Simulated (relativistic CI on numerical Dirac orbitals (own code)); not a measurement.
## Run report: Br³⁺, relativistic CI calculation

System: Br³⁺.
Method: Dirac-Coulomb-Breit CI, KLI orbitals optimised for each configuration, model QED (radiative potential, 1s self-energy scaled to tabulated hydrogen-like ionisation energies) (relativistic CI on numerical Dirac orbitals, in-house).

### Input file
```
atom Br  Z=35  charge=3  electrons=32
nucleus A=79  rms_radius_fm=4.1629
hamiltonian dirac-coulomb  breit=on  qed=on  c_scale=1
orbitals kli  potential=per-configuration
slater_scale 1
correlation none
mixing on
configurations
  [Ar] 3d10 4s2 4p2
  [Ne] 3s2 3p5 3d10 4s2 4p2 4d
  [Ne] 3s2 3p5 3d10 4s2 4p2 5s
  [Ne] 3s2 3p5 3d10 4s2 4p2 5d
  [Ne] 3s2 3p5 3d10 4s 4p3 5s
  [Ar] 3d10 4s 4p3
end
```

Hardware: 1 CPU thread, shared host.

The program writes its results to a structured record and prints no log; tables and figures of this report are taken from that record.

### The lowest 45 levels

```csv
Configuration,Level,E (eV),LS purity (%),Landé g,Lifetime (s; – stable or not computed)
3p⁶ 4s² 4p²,³P₀,0,98,–,–
3p⁶ 4s² 4p²,³P₁,0.3072,100,1.501,3.7×10⁰
3p⁶ 4s² 4p²,³P₂,0.6985,96,1.481,2.5×10⁰
3p⁶ 4s² 4p²,¹D₂,2.351,96,1.019,1.7×10⁻¹
3p⁶ 4s² 4p²,¹S₀,4.996,98,–,1.7×10⁻²
3p⁶ 4s 4p³,⁵S°₂,8.368,100,2.000,7.0×10⁻⁷
3p⁶ 4s 4p³,³D°₁,14.23,97,0.525,3.8×10⁻¹⁰
3p⁶ 4s 4p³,³D°₂,14.23,96,1.181,4.0×10⁻¹⁰
3p⁶ 4s 4p³,³D°₃,14.34,100,1.334,4.3×10⁻¹⁰
3p⁶ 4s 4p³,³P°₀,16.06,100,–,2.7×10⁻¹⁰
3p⁶ 4s 4p³,³P°₁,16.10,97,1.477,2.7×10⁻¹⁰
3p⁶ 4s 4p³,³P°₂,16.18,95,1.487,2.8×10⁻¹⁰
3p⁶ 4s 4p³,¹D°₂,20.93,100,1.002,5.5×10⁻¹¹
3p⁶ 4s 4p³,³S°₁,21.47,92,1.918,3.0×10⁻¹¹
3p⁶ 4s 4p³,¹P°₁,22.80,91,1.082,4.6×10⁻¹¹
3p⁵ 4s² 4p² 4d,⁵D°₀,205.1,93,–,–
3p⁵ 4s² 4p² 4d,⁵D°₁,205.2,86,1.369,–
3p⁵ 4s² 4p² 4d,⁵D°₂,205.4,69,1.351,–
3p⁵ 4s² 4p² 4d,"J = 3 (odd, mixed)",205.5,52,1.257,–
3p⁵ 4s² 4p² 4d,⁵F°₄,205.5,59,1.293,–
3p⁵ 4s² 4p² 4d,⁵F°₅,205.6,71,1.362,–
3p⁵ 4s² 4p² 4d,⁵P°₁,205.8,66,1.833,–
3p⁵ 4s² 4p² 4d,"J = 2 (odd, mixed)",205.9,25,1.169,–
3p⁵ 4s² 4p² 4d,"J = 3 (odd, mixed)",205.9,41,1.238,–
3p⁵ 4s² 4p² 4d,[(3p₃/₂)³ 4p₁/₂ 4p₃/₂ 4d₃/₂] J = 1,206.0,40,0.972,–
3p⁵ 4s² 4p² 4d,"J = 2 (odd, mixed)",206.1,35,1.117,–
3p⁵ 4s² 4p² 4d,"J = 4 (odd, mixed)",206.2,42,1.333,–
3p⁵ 4s² 4p² 4d,"J = 3 (odd, mixed)",206.2,42,1.256,–
3p⁵ 4s² 4p² 4d,⁵G°₆,206.3,98,1.330,–
3p⁵ 4s² 4p² 4d,"J = 3 (odd, mixed)",206.3,54,0.967,–
3p⁵ 4s² 4p² 4d,"J = 5 (odd, mixed)",206.4,47,1.261,–
3p⁵ 4s² 4p² 4d,[(3p₃/₂)³ 4p₁/₂ 4p₃/₂ 4d₅/₂] J = 2,206.4,34,1.386,–
3p⁵ 4s² 4p² 4d,"J = 4 (odd, mixed)",206.4,46,1.187,–
3p⁵ 4s² 4p² 4d,"J = 3 (odd, mixed)",206.7,39,1.213,–
3p⁵ 4s² 4p² 4d,³D°₁,206.8,68,0.540,–
3p⁵ 4s² 4p² 4d,"J = 4 (odd, mixed)",206.8,40,1.159,–
3p⁵ 4s² 4p² 4d,⁵F°₅,206.9,59,1.319,–
3p⁵ 4s² 4p² 4d,"J = 2 (odd, mixed)",206.9,37,1.154,–
3p⁵ 4s² 4p² 4d,"J = 3 (odd, mixed)",207.0,23,1.169,–
3p⁵ 4s² 4p² 4d,[(3p₃/₂)³ 4p₁/₂ 4p₃/₂ 4d₃/₂] J = 2,207.0,40,0.993,–
3p⁵ 4s² 4p² 4d,"J = 3 (odd, mixed)",207.1,38,1.226,–
3p⁵ 4s² 4p² 4d,[(3p₃/₂)³ 4p₁/₂ 4p₃/₂ 4d₅/₂] J = 4,207.1,51,1.303,–
3p⁵ 4s² 4p² 4d,[(3p₃/₂)³ 4p₁/₂ 4p₃/₂ 4d₃/₂] J = 0,207.1,43,–,–
3p⁵ 4s² 4p² 4d,"J = 2 (odd, mixed)",207.2,47,1.078,–
3p⁵ 4s² 4p² 4d,[(3p₃/₂)³ 4p₁/₂ 4p₃/₂ 4d₃/₂] J = 1,207.2,32,0.918,–
```

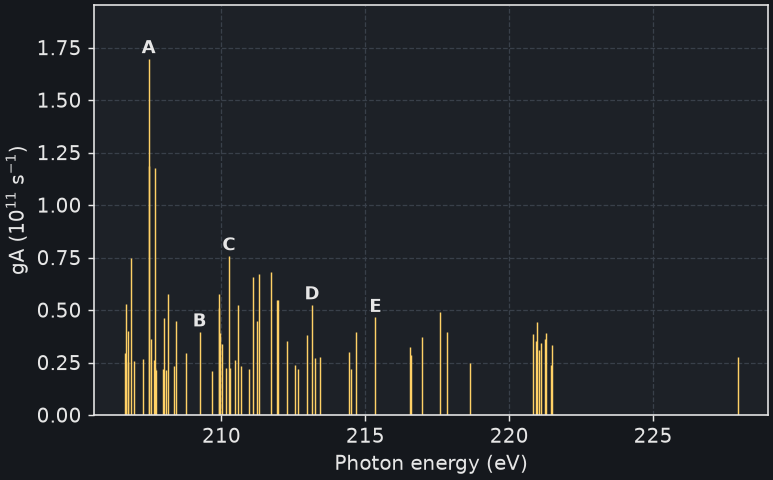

Fig. 1: Electric dipole lines from levels with an inner-shell vacancy (weighted rates gA) for Br³⁺ (bromine, Z = 35). A: 3p⁵ 4s² 4p² 4d J = 3 (odd, mixed, level 72) → 3p⁶ 4s² 4p² ¹D₂, 207.5 eV, gA = 1.7×10¹¹ s⁻¹; B: 3p⁵ 4s² 4p² 5s J = 1 (odd, mixed, level 101) → 3p⁶ 4s² 4p² ¹D₂, 209.2 eV, gA = 4.0×10¹⁰ s⁻¹; C: 3p⁵ 4s² 4p² 5s J = 3 (odd, mixed, level 113) → 3p⁶ 4s² 4p² ¹D₂, 210.3 eV, gA = 7.6×10¹⁰ s⁻¹; D: 3p⁵ 4s² 4p² 4d J = 2 (odd, mixed, level 130) → 3p⁶ 4s² 4p² ³P₁, 213.1 eV, gA = 5.3×10¹⁰ s⁻¹; E: 3p⁵ 4s² 4p² 4d J = 3 (odd, mixed, level 184) → 3p⁶ 4s² 4p² ¹D₂, 215.3 eV, gA = 4.7×10¹⁰ s⁻¹. The strongest, A, lies in the soft X-ray region.

### Key numbers

- outcome: converged
- lowest level: 3p⁶ 4s² 4p² ³P₀
- first excited level: 3p⁶ 4s² 4p² ³P₁, 2,478 cm⁻¹
- levels computed: 477
- SCF iterations: 58
- wall time: 1.3 s

### Remarks

To bear in mind: near-neutral ion: configurations can be misplaced by up to about 10000 cm⁻¹, over 20000 where the f count changes; rates and lifetimes follow the computed energies and can be off by orders of magnitude; term splittings are 10 to 25 % too wide when unscaled; the fine structure of a weakly bound d or f electron outside closed shells is too small or inverted; Auger decay is left out.
